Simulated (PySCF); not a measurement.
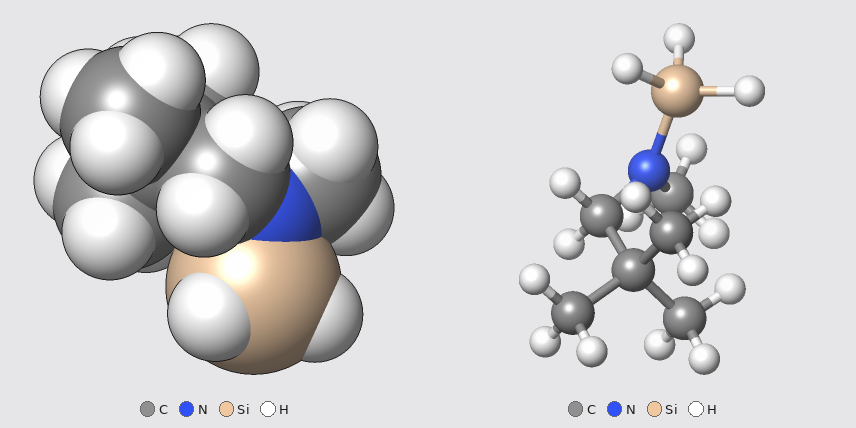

The same structure drawn twice, from different directions.

What is the molecular formula?

C6H17NSi, 25 atoms: 6 carbon, 17 hydrogen, 1 nitrogen and 1 silicon.

Name functional groups in it.

Among them: Si–H bond, Si–N bond.

The parts below concern this one geometry. Atoms keep their numbers from picture to picture. The computed structure is the end point of a PBE0-D3(BJ)/def2-SVP optimisation. No frequency run is at hand to confirm it as a minimum.

Symmetry

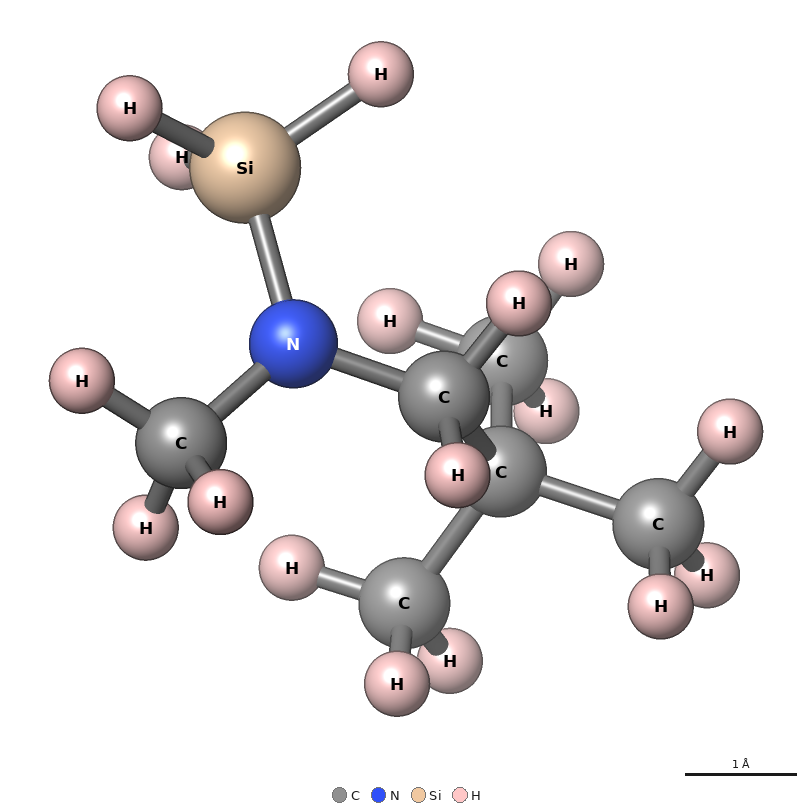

Depth is shown by fading: the farther an atom, the more it takes the colour of the background. No frequency run is at hand to confirm it as a minimum. Masses are those of the most abundant isotopes; constants are for the rigid equilibrium geometry.

What kind of rotor is it, and what are its rotational constants in GHz?

An asymmetric top (C1): A = 2.49, B = 1.08, C = 0.928 GHz. Ray's parameter κ is −0.81, nearer the prolate limit.

Dipole moment

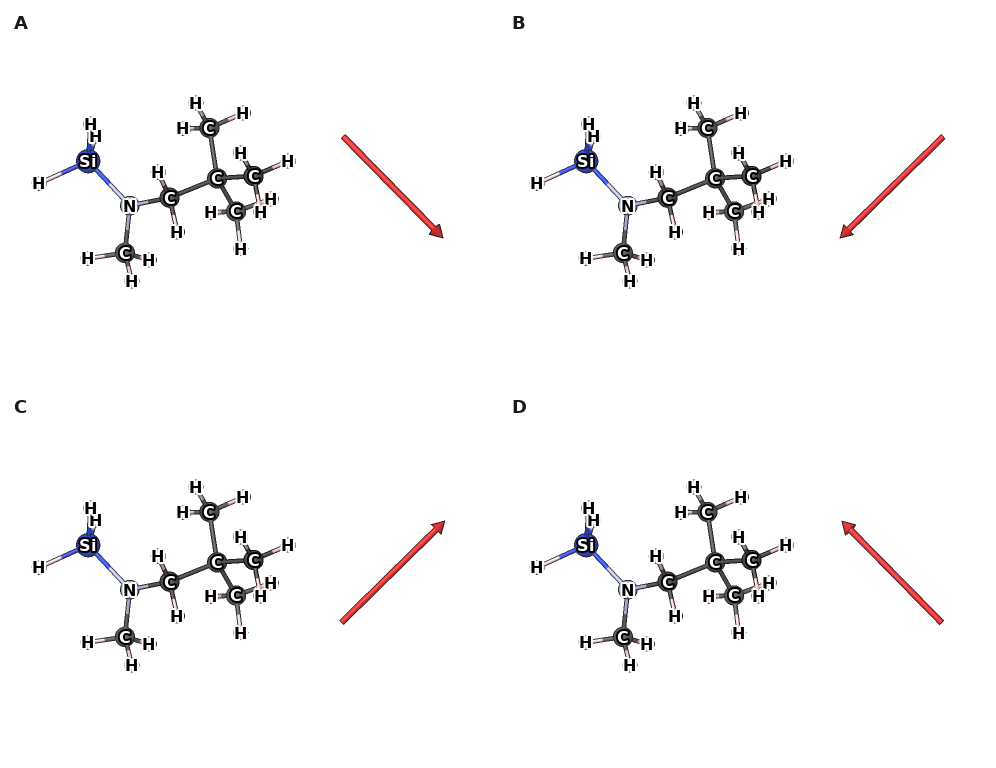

The same molecule four times, each with an arrow. No frequency run is at hand to confirm it as a minimum. Method: PBE0/pcSseg-1, gas phase (PySCF 2.14.0).

Which arrow points along the dipole moment, from the negative to the positive end?

A. The dipole moment is 1.00 D.

Excitation

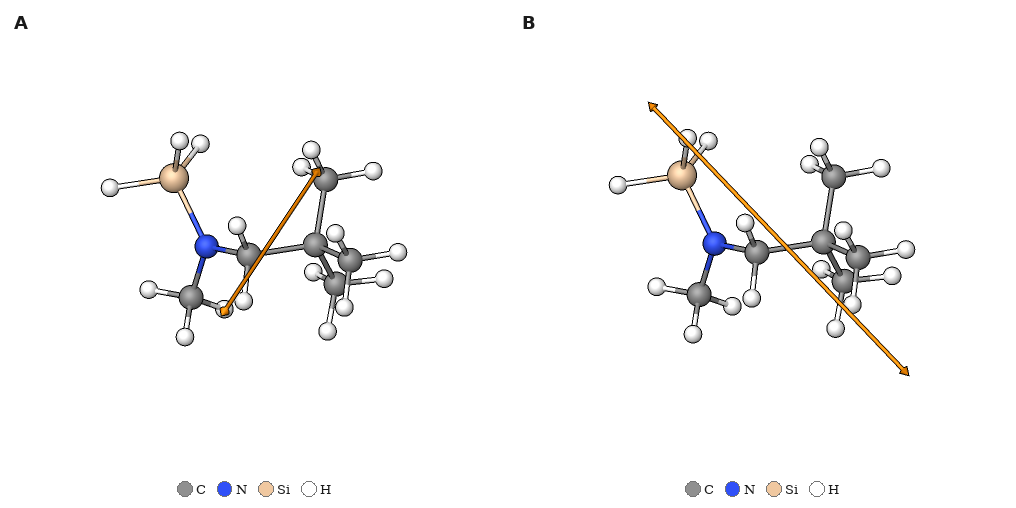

The double arrows show the directions of two transition dipoles from the ground state (lengths mean nothing). No frequency run is at hand to confirm it as a minimum. Properties computed with TDDFT CAM-B3LYP/def2-SVPD, vertical, gas phase, core orbitals frozen in the response (PySCF 2.14.0).

One belongs to singlet state 2 and one to singlet state 5. Which is which?

A: state 2, 6.37 eV (194 nm), oscillator strength 0.038, mainly HOMO → LUMO+1 (weight 0.57).
B: state 5, 7.04 eV (176 nm), oscillator strength 0.038, of mixed character, with the largest part HOMO → LUMO+4 (weight 0.48).

Quadrupole coupling

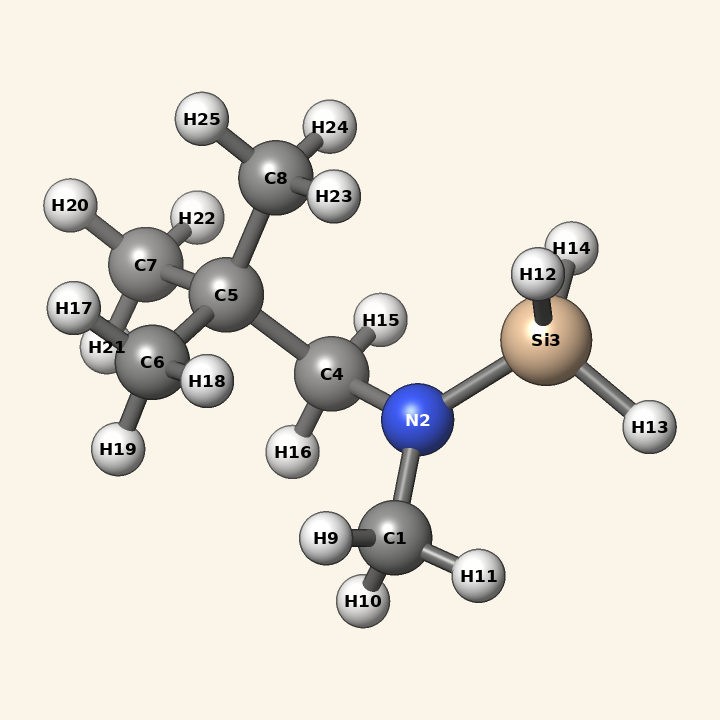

No frequency run is at hand to confirm it as a minimum. Electric field gradients from the ground-state density, PBE0/pcSseg-1 (PySCF 2.14.0), non-relativistic apart from any core potentials.

Give the largest field-gradient component, the quadrupole coupling constant and the asymmetry for 14N at N2 (Q = 20.44 mb).

```tsv
atom	V_zz (a.u.)	e²qQ/h (MHz)	η
N2	−1.169	−5.61	0.33
```

NMR shielding

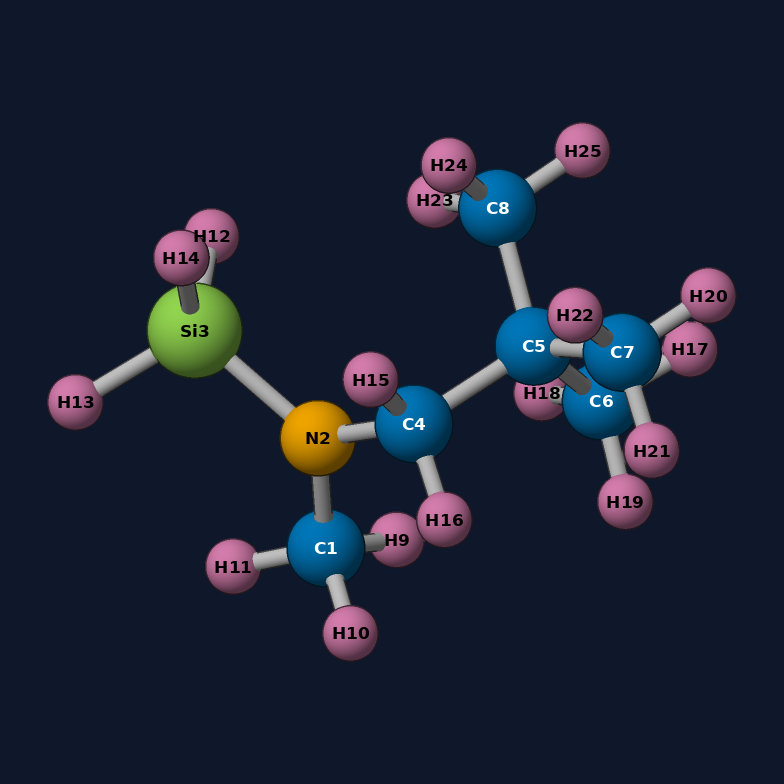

No frequency run is at hand to confirm it as a minimum. Properties computed with GIAO PBE0/pcSseg-1 NMR shielding, non-relativistic, gas phase (PySCF 2.14.0). Principal shieldings σ11 ≤ σ22 ≤ σ33, span Ω = σ33 − σ11, skew κ = 3(σiso − σ22)/Ω.

Which C atom has the most anisotropic shielding?

C1, with a span of 68 ppm.

Give the shielding tensors of the C atoms.

| atom | σ11 | σ22 | σ33 | σiso | Ω | κ |
| --- | --- | --- | --- | --- | --- | --- |
| C1 | 115.9 | 122.0 | 183.9 | 140.6 | 68.0 | 0.82 |
| C4 | 87.5 | 109.9 | 141.4 | 112.9 | 53.9 | 0.17 |
| C5 | 140.9 | 143.8 | 159.8 | 148.1 | 18.8 | 0.70 |
| C6 | 139.8 | 146.0 | 179.5 | 155.1 | 39.7 | 0.69 |
| C7 | 137.4 | 139.7 | 186.1 | 154.4 | 48.7 | 0.91 |
| C8 | 138.0 | 145.1 | 182.1 | 155.1 | 44.0 | 0.68 |

Shieldings and span in ppm.
